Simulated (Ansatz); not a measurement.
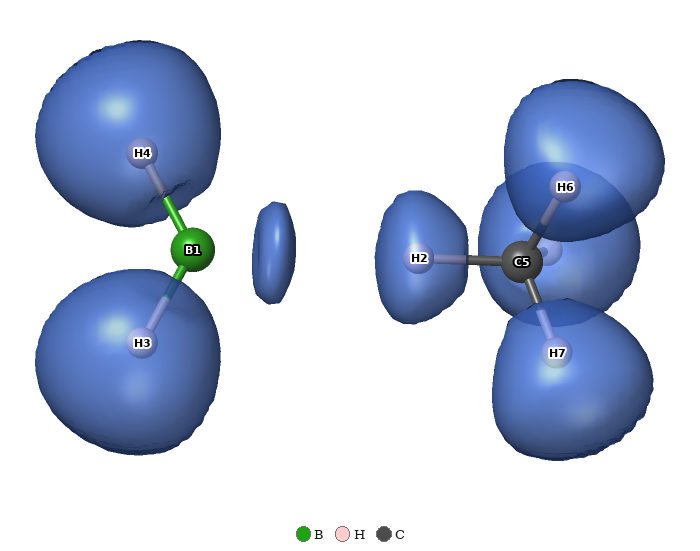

Figure. BH2···CH4 (doublet). Isosurface of the electron localisation function at 0.9 (blue), seen at a tilt. Core shells and regions of very low density are left out.

Not at a stationary point (largest force 0.7 eV/Å).

All numbers below come from UHF/def2-SVP (Ansatz).

```yaml
atoms:
  - { symbol: B, position_ang: [0.0002, -0.0001, -0.4614] }
  - { symbol: H, position_ang: [-0.0001, 0.0000, 1.9441] }
  - { symbol: H, position_ang: [1.0678, 0.0000, -1.0014] }
  - { symbol: H, position_ang: [-1.0677, 0.0000, -1.0009] }
  - { symbol: C, position_ang: [0.0001, 0.0000, 3.0457] }
  - { symbol: H, position_ang: [-0.5547, -0.8635, 3.4118] }
  - { symbol: H, position_ang: [1.0254, -0.0484, 3.4116] }
  - { symbol: H, position_ang: [-0.4708, 0.9119, 3.4119] }
```

Question: Describe the localisation domains.

Answer: The surface consists of six regions around hydrogen nuclei and one lobe on B, pointing away from the bonds (non-bonding electrons). Profiles from the grid: B1···H2 (2.41 Å): the ELF dips to about 0.10 between them. C–H (1.09 Å): the ELF climbs to about 1 towards the hydrogen, as it does in any bond to H; an ordinary covalent bond to hydrogen.
